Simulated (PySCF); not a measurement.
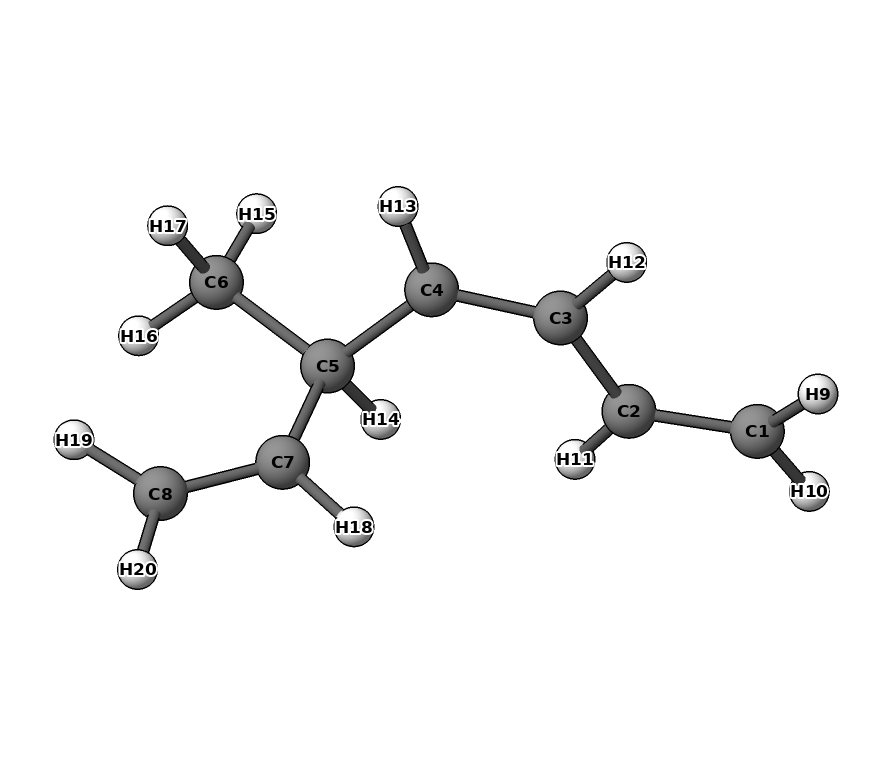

The questions are on isotropic NMR shieldings of the C atoms. Geometry: a frame of a GFN2-xTB molecular-dynamics simulation, not a minimum. Properties computed with GIAO PBE0/pcSseg-1 NMR shielding, non-relativistic, gas phase (PySCF 2.14.0).

Give the isotropic NMR shieldings of the C atoms atom by atom.

```csv
atom,σ (ppm)
C1,60.7
C2,44.0
C3,46.7
C4,38.3
C5,148.4
C6,172.2
C7,35.3
C8,66.2
```
